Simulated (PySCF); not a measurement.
C3H11F3Si3, SMILES CC(C)[SiH2][SiH2][Si](F)(F)F at its GFN2-xTB optimised geometry (Å):

```
20

C      2.3094    -0.9560     1.5419
C      2.0365    -1.2258     0.0650
C      2.7637    -0.2011    -0.8010
Si     0.1583    -1.2399    -0.3110
Si    -0.7426     0.8868     0.0000
Si    -3.0192     0.8868     0.0000
F     -3.6609     0.1309    -1.2492
F     -3.6923     0.1165     1.2227
F     -3.8369     2.2532     0.0000
H      1.9453     0.0297     1.8267
H      3.3786    -0.9914     1.7479
H      1.8200    -1.6976     2.1695
H      2.4461    -2.2134    -0.1731
H      3.8369    -0.2334    -0.6164
H      2.5967    -0.3961    -1.8581
H      2.4136     0.8061    -0.5788
H     -0.4644    -2.2532     0.5567
H     -0.0103    -1.7076    -1.6969
H     -0.3160     1.5325     1.2572
H     -0.3144     1.8466    -1.0359
```

Computed with B3LYP/def2-SVP (PySCF). Cells within 0.4 Å of a nucleus heavier than hydrogen are left out (blank, or x).

Map of the HOMO amplitude (bohr^(-3/2)), clipped to [-0.25, 0.25] on the plane z = 0.0 Å; orbital energy -8.19 eV, overall sign arbitrary:

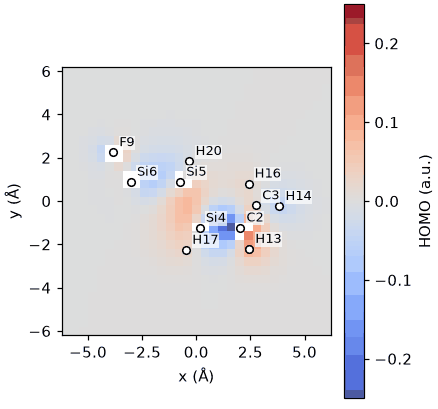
Figure. HOMO amplitude (bohr^(-3/2)), clipped to [-0.25, 0.25] on the plane z = 0.0 Å.
